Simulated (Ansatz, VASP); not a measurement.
# Cross-check of SrO between VASP and Ansatz, part 2 of 2

Aim: how closely do two programs agree when they are given the same cell, functional and k mesh?

VASP 6.6.1 and Ansatz 0.2.0.

So far: The starting structure; Ansatz: band structure, HSE06; VASP: band structure, HSE06.

## (3) VASP: band structure, HSE06 (continued)

Level of this step: HSE06; plane waves and PAW (Sr_sv, O) (VASP).

Numbers of over 12 decimals in the logs are rounded to 6 here.

From OUTCAR (step 3):

```text
ion  position               nearest neighbor table
   1  0.000  0.000  0.000-   2 2.58   2 2.58   2 2.58   2 2.58   2 2.58   2 2.58
   2  0.500  0.500  0.500-   1 2.58   1 2.58   1 2.58   1 2.58   1 2.58   1 2.58

  LATTYP: Found a face centered cubic cell.
 ALAT       =     5.1613200000

 Subroutine GETGRP returns: Found 48 space group operations
 (whereof 48 operations were pure point group operations)

The static configuration has the point symmetry O_h .

 Found     10 irreducible k-points:

   k-points           NKPTS =     10   k-points in BZ     NKDIM =    125   number of bands    NBANDS=     14

   dimension x,y,z NGX =    28 NGY =   28 NGZ =   28
   dimension x,y,z NGXF=    56 NGYF=   56 NGZF=   56

   ENCUT  =  520.0 eV  38.22 Ry    6.18 a.u.   6.79  6.79  6.79*2*pi/ulx,y,z

   NELECT =      16.0000    total number of electrons

 k-points in reciprocal lattice and weights: Automatic mesh
   0.00000000  0.00000000  0.00000000       0.008
   0.20000000  0.00000000  0.00000000       0.064
   0.40000000  0.00000000  0.00000000       0.064
   0.20000000  0.20000000  0.00000000       0.048
   0.40000000  0.20000000  0.00000000       0.192
  -0.40000000  0.20000000  0.00000000       0.192
  -0.20000000  0.20000000  0.00000000       0.096
   0.40000000  0.40000000  0.00000000       0.048
  -0.40000000  0.40000000  0.00000000       0.096
  -0.40000000  0.40000000  0.20000000       0.192

  exchange ACFDT corr.  =         0.00000000  see jH, gK, PRB 81, 115126

 average (electrostatic) potential at core
       1 -32.2635       2 -64.4625

 E-fermi :   0.6944

 k-point     1 :       0.0000    0.0000    0.0000
  band No.  band energies     occupation
    ...
      4     -14.1988      2.00000
      5     -14.1988      2.00000
      6       0.5345      2.00000
      7       0.5345      2.00000
      8       0.5345      2.00000
      9       5.9370      0.00000
     10       8.4028      0.00000
     11       8.4028      0.00000
     12       8.4028      0.00000
     13      10.6283      0.00000
    ...

 k-point     2 :       0.2000    0.0000    0.0000
  band No.  band energies     occupation
    ...
      4     -14.2248      2.00000
      5     -13.7458      2.00000
      6      -0.4163      2.00000
      7       0.0816      2.00000
      8       0.0816      2.00000
      9       7.5226      0.00000
     10       8.1501      0.00000
     11       9.1920      0.00000
     12       9.1920      0.00000
     13      11.6502      0.00000
    ...

 k-point     3 :       0.4000    0.0000    0.0000
  band No.  band energies     occupation
    ...
      4     -14.2661      2.00000
      5     -13.2735      2.00000
      6      -1.5449      2.00000
      7      -0.5456      2.00000
      8      -0.5455      2.00000
      9       8.5705      0.00000
     10      10.0065      0.00000
     11      10.8475      0.00000
     12      10.8475      0.00000
     13      13.7552      0.00000
    ...

  energy-cutoff  :      520.00
  volume of cell :       34.37
      direct lattice vectors                 reciprocal lattice vectors
     0.000000000  2.580660000  2.580660000    -0.193748886  0.193748886  0.193748886
     2.580660000  0.000000000  2.580660000     0.193748886 -0.193748886  0.193748886
     2.580660000  2.580660000  0.000000000     0.193748886  0.193748886 -0.193748886

 POSITION                                       TOTAL-FORCE (eV/Angst)
 -----------------------------------------------------------------------------------
      0.00000      0.00000      0.00000         0.000000      0.000000      0.000000
      2.58066      2.58066      2.58066        -0.000000     -0.000000     -0.000000
 -----------------------------------------------------------------------------------
    total drift:                                0.000000     -0.000000      0.000000

  FREE ENERGIE OF THE ION-ELECTRON SYSTEM (eV)
  ---------------------------------------------------
  free  energy   TOTEN  =       -14.2040711140 eV

  energy  without entropy=      -14.2040711140  energy(sigma->0) =      -14.20407111

 total charge
# of ion       s       p       d       tot
------------------------------------------
    1        2.013   5.860   0.223   8.097
    2        1.554   3.451   0.000   5.006
--------------------------------------------------
tot          3.567   9.312   0.223  13.102

[... 3 further parts left out ...]
```

## (4) Differences

Known differences besides the PAW data sets themselves: exact exchange at q = 0 is treated differently, which shows on coarse meshes; VASP keeps PBE cores, Ansatz makes them for the functional; the cutoff is 420 eV in Ansatz and 520 eV in VASP; VASP takes a coarser grid for exact exchange (PRECFOCK = Fast). Total energies have different zeros and are not compared.

The two programs side by side:

| quantity | Ansatz | VASP | difference |
| --- | --- | --- | --- |
| gap over the path points (eV) | 4.817 | 4.767 | +0.050 |

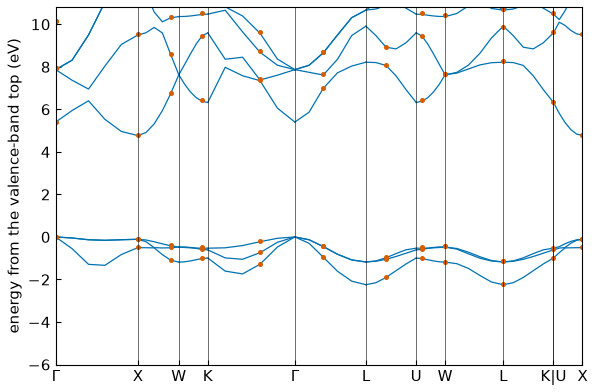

Bands from VASP (lines) and levels from Ansatz (dots). Dots without a line are higher empty bands that the VASP plot leaves out.

Levels at points of the path, from each program's valence-band top (eV; 3 filled, then empty):

| k (reciprocal lattice) | Ansatz | VASP |
| --- | --- | --- |
| 0.000 0.000 0.000 | 0.00 0.00 0.00 5.43 7.92 7.92 | 0.00 0.00 0.00 5.40 7.87 7.87 |
| 0.500 0.000 0.500 | -0.47 -0.10 -0.10 4.82 9.54 12.03 | -0.50 -0.11 -0.11 4.77 9.50 11.99 |
| 0.500 0.200 0.700 | -1.07 -0.48 -0.39 6.76 8.62 10.35 | -1.09 -0.51 -0.41 6.73 8.60 10.30 |
| 0.400 0.350 0.750 | -0.99 -0.56 -0.49 6.42 9.46 10.52 | -1.02 -0.59 -0.53 6.38 9.45 10.46 |
| 0.150 0.150 0.300 | -1.27 -0.72 -0.21 7.38 7.41 8.73 | -1.28 -0.74 -0.23 7.35 7.38 8.69 |
| 0.200 0.200 0.200 | -0.94 -0.44 -0.44 7.01 7.65 8.71 | -0.95 -0.45 -0.45 6.99 7.62 8.66 |
| 0.550 0.400 0.550 | -1.88 -1.03 -0.95 8.10 8.94 10.94 | -1.91 -1.05 -0.98 8.07 8.92 10.89 |
| 0.600 0.250 0.650 | -0.99 -0.56 -0.49 6.42 9.46 10.52 | -1.02 -0.59 -0.53 6.38 9.45 10.46 |
| 0.500 0.250 0.750 | -1.17 -0.45 -0.45 7.65 7.65 10.42 | -1.18 -0.47 -0.47 7.63 7.63 10.37 |
| 0.500 0.500 0.500 | -2.22 -1.15 -1.15 8.26 9.89 10.72 | -2.25 -1.18 -1.18 8.22 9.91 10.67 |

Among the levels compared (up to four filled and three empty ones at each point), filled levels agree within 35 meV and empty ones within 57 meV.

## (5) Outcome

```json
{
 "difference in gap over the path points (band structure, HSE06)": "0.050 eV"
}
```

The difference in gap over the path points is 0.050 eV (band structure, HSE06), within the 0.08 eV picked in this series as the mark of a large difference. Differences of this kind measure data sets and numerical settings, not the functional's error against experiment.

[Lines on the potential files, build, host, timing and source positions are cut from VASP's logs without a mark.]

[Logs are printed without paths, hosts, clocks, repeated set-up lines and the standing remarks that a program may print on its own settings, such as how far it seeks lower states.]

[Hosts, paths, dates, database ids (printed as entryN), source tags and the programs' standing remarks are cut or masked in the printed files.]
